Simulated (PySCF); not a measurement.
```yaml
atoms:
  - { symbol: C, position_ang: [-1.9102, 1.4285, -1.0016] }
  - { symbol: C, position_ang: [-1.7470, 0.7768, -0.0084] }
  - { symbol: C, position_ang: [-1.4604, -0.0227, 1.1490] }
  - { symbol: As, position_ang: [0.3432, -0.9160, 1.0566] }
  - { symbol: C, position_ang: [0.1926, -1.6182, -0.7753] }
  - { symbol: C, position_ang: [1.3491, 0.7481, 0.5587] }
  - { symbol: C, position_ang: [2.6296, 0.3764, 0.0528] }
  - { symbol: N, position_ang: [3.6432, 0.0344, -0.3564] }
  - { symbol: H, position_ang: [-2.1101, 2.0113, -1.8512] }
  - { symbol: H, position_ang: [-1.4897, 0.5987, 2.0504] }
  - { symbol: H, position_ang: [-2.2126, -0.8103, 1.2549] }
  - { symbol: H, position_ang: [1.1821, -1.8868, -1.1431] }
  - { symbol: H, position_ang: [-0.2441, -0.8714, -1.4378] }
  - { symbol: H, position_ang: [-0.4307, -2.5122, -0.7908] }
  - { symbol: H, position_ang: [1.4734, 1.3859, 1.4381] }
  - { symbol: H, position_ang: [0.7838, 1.2864, -0.2074] }
```

Geometry: GFN2-xTB.

These are results of B3LYP/def2-SVPD, SCF density, gas phase (PySCF 2.14.0), not measurements.

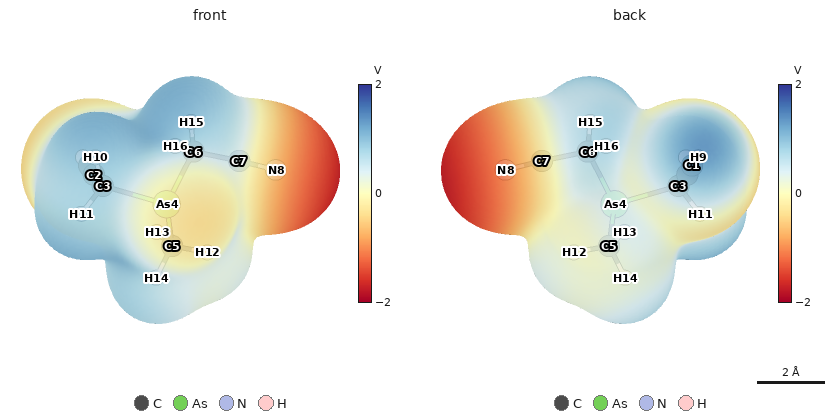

C6H8AsN (SMILES C#CC[As](C)CC#N). The electrostatic potential painted on the density surface at 0.001 e/bohr³, seen from the front and from behind; red is negative and blue positive.

Which sites attract a positive test charge, and which a negative one?

A positive charge is drawn to the negative regions and a negative charge to the positive ones. The most negative region (about −1.7 V) lies over N8, the most positive (about +1.3 V) over H9. N8 is the likeliest acceptor of a hydrogen bond.

What dipole moment does the calculation give?

Its dipole moment is 4.28 D.
